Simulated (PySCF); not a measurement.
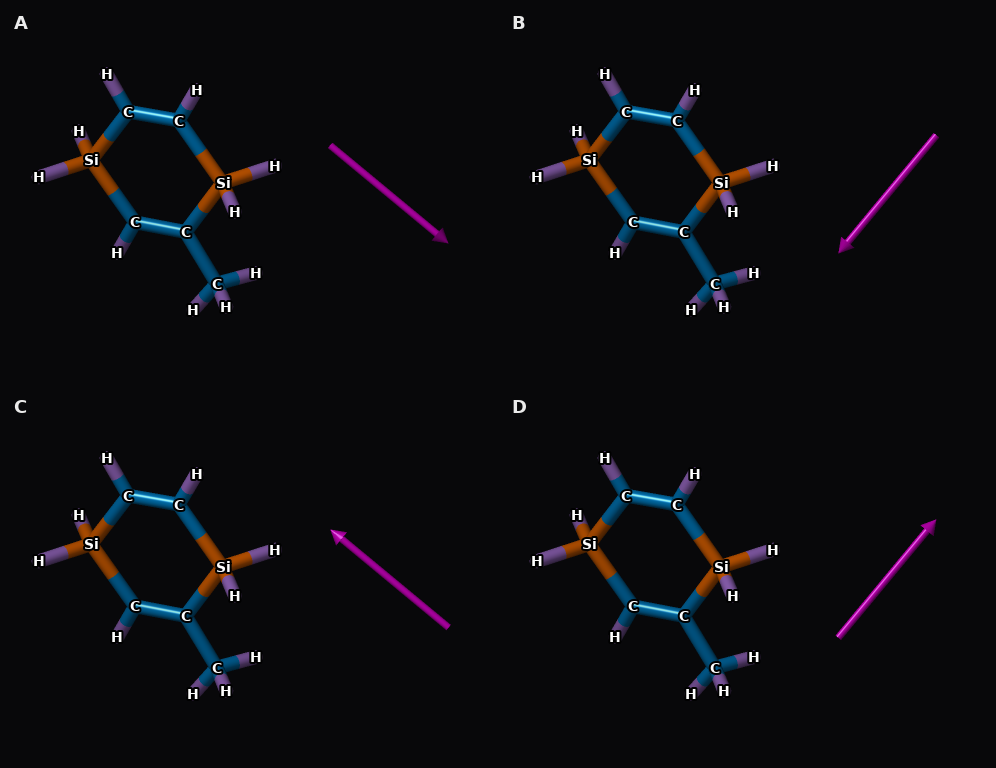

The same molecule four times, each with an arrow. The geometry was computed by an optimisation with GFN2-xTB. No frequency run is at hand to confirm it as a minimum. Method: CAM-B3LYP/def2-SVPD, gas phase (PySCF 2.14.0).

Question: Which arrow points along the dipole moment, from the negative to the positive end?

Answer: A. The dipole moment is 0.42 D.

The geometry is semi-empirical. Around Si such bond lengths and angles can be off by a tenth of an ångström or more and by several degrees, and values that hang on the shape move with them.
